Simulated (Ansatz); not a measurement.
ClF$_{4}$HOW (SMILES [OH][W]([F])([F])([F])([F])[Cl])

Input

```
crystal:
  periodic: [false, false, false]
  atoms:
    - {symbol: Cl, position_ang: [-0.767582, -0.379641, -1.836046]}
    - {symbol: F, position_ang: [-0.474279, 0.648360, 0.950155]}
    - {symbol: F, position_ang: [1.554635, 1.484764, -2.029661]}
    - {symbol: F, position_ang: [-0.594705, 2.379218, -0.944061]}
    - {symbol: F, position_ang: [1.534324, 2.198899, 0.454931]}
    - {symbol: O, position_ang: [1.703610, -0.372953, -0.151681]}
    - {symbol: W, position_ang: [0.554992, 0.984047, -0.552824]}
    - {symbol: H, position_ang: [2.296160, -1.102048, 0.046898]}
basis:
  gaussian: {orbitals: def2-SVPD}
hamiltonian: {xc: pbe0}
output: {forces: true, orbitals: {seedname: orbitals}}
```

Command:

```sh
ansatz run input.yaml --threads 2 --pin off --max-ram 5220MiB --events-out events.jsonl --progress --plain --runs-dir runs
```

Geometry: PBE0-D4/def2-SVP; core potentials replace the inner electrons of W.

The calculation used isolated molecule in a Gaussian basis; Kohn-Sham density functional theory, functional PBE0 in Ansatz 0.2.0.

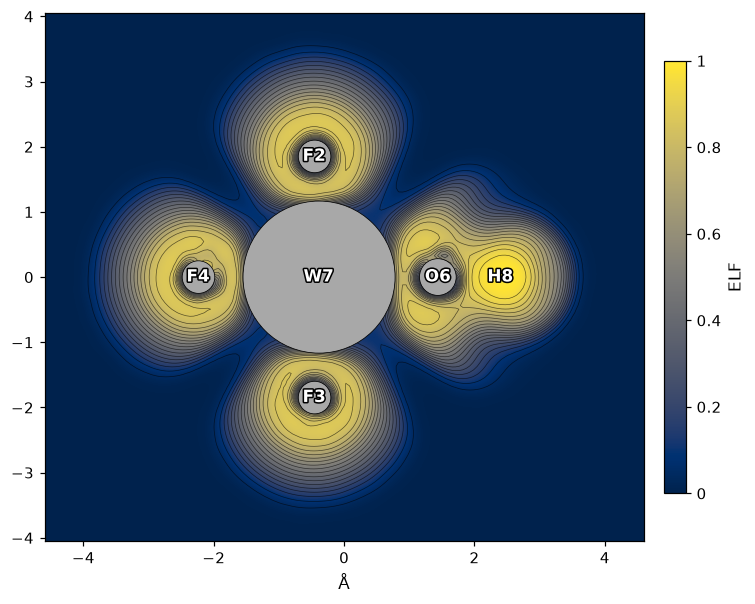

Figure 1. ELF on the plane of atoms F2, W7 and F4. Grey discs cover the atomic cores.

Describe what can be read from this map.

The plane passes through F, O, W and H nuclei. W–O (1.82 Å): the ELF peaks at about 0.80 in the valence shell of O, 0.5 Å from its nucleus, and drops to about 0.20 between the two atoms. W–F (1.85 Å): the ELF peaks at about 0.85 in the valence shell of F, 0.5 Å from its nucleus, and drops to about 0.25 between the two atoms. O–H (0.96 Å): the ELF climbs to about 1 towards the hydrogen, as it does in any bond to H (an ordinary covalent bond to hydrogen).

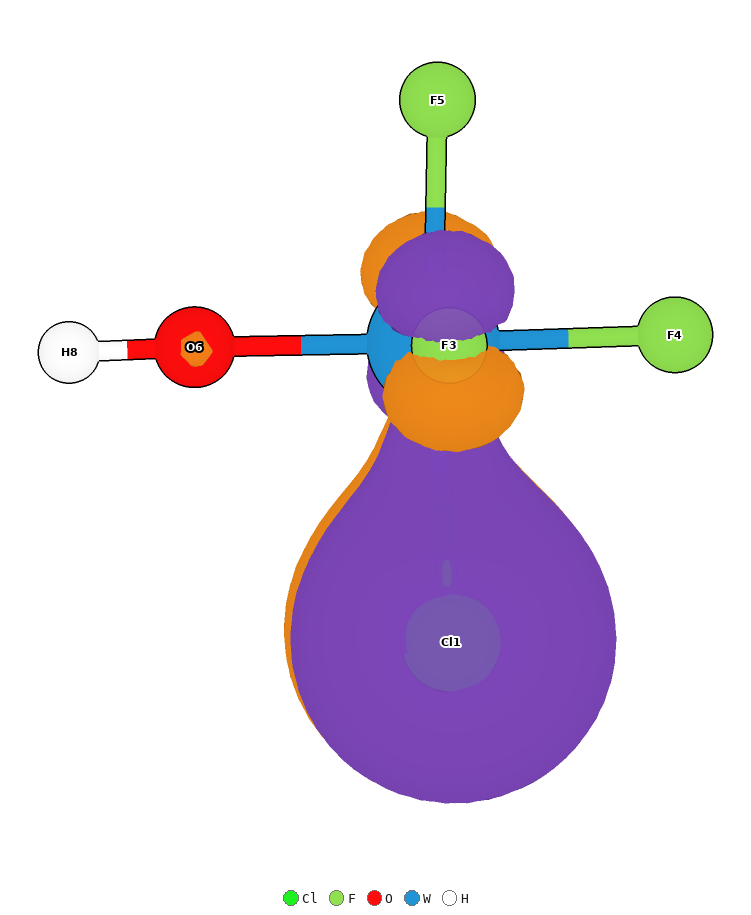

Figure 2. The HOMO−1 at ±0.1 Å⁻³ᐟ² (orange and purple are the two phases), seen across its widest extent.

Describe this orbital and give its energy.

Its weight (Hirshfeld) is mainly on Cl1 (about 80 %); largely a lone pair of Cl1. Its energy is −10.08 eV.

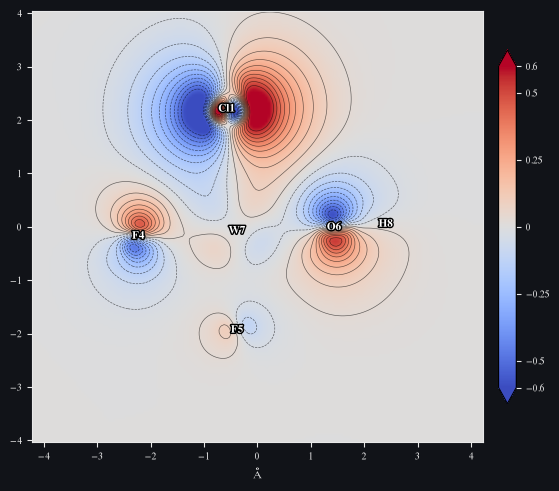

Figure 3. The HOMO on the plane of atoms Cl1, W7 and F5 (values in Å⁻³ᐟ²; the overall sign is arbitrary).

Describe this orbital and give its energy.

It lies mainly on Cl1 (about 80 %) and O6 (about 10 %); largely a lone pair of Cl1. Its energy is −9.91 eV.
